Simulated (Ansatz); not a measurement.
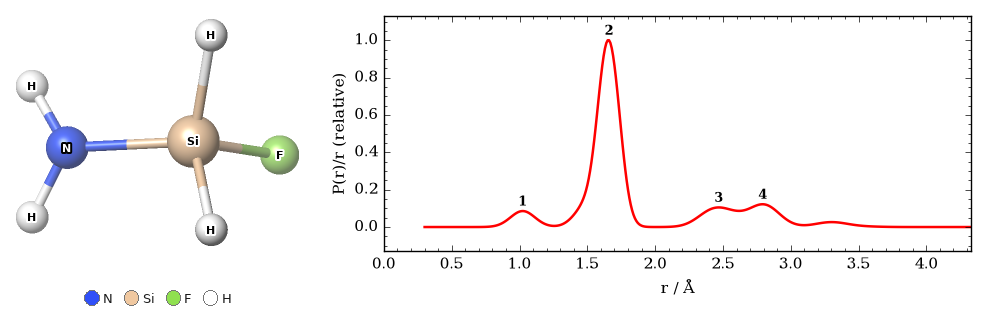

Simulated gas electron diffraction: radial distribution curve of FH4NSi. Each pair of atoms contributes with weight ZᵢZⱼ/r; damping constant 0.001 Å²; vibrational amplitudes assumed, not computed: 0.05 Å for bonds, 0.078 Å for bonds to H, 0.06 + 0.015 r up to 0.15 Å for other pairs. The geometry is the end point of an optimisation (RKS LDA/def2-SVP in Ansatz 0.2.0); it may be a saddle point or a higher isomer.

Q: Which pairs of atoms lie under the numbered peaks? Mark bonded pairs by – and others by ···.

A: Peak 1, 1.02 Å: N–H 1.02 Å (×2)
Peak 2, 1.66 Å: Si–H 1.50 Å (×2), Si–F 1.63 Å, Si–N 1.70 Å, not resolved
Peak 3, 2.47 Å: Si···H 2.40 Å (×2), F···H 2.50 Å (×2), N···H 2.59 Å (×2), not resolved
Peak 4, 2.79 Å: F···N 2.80 Å
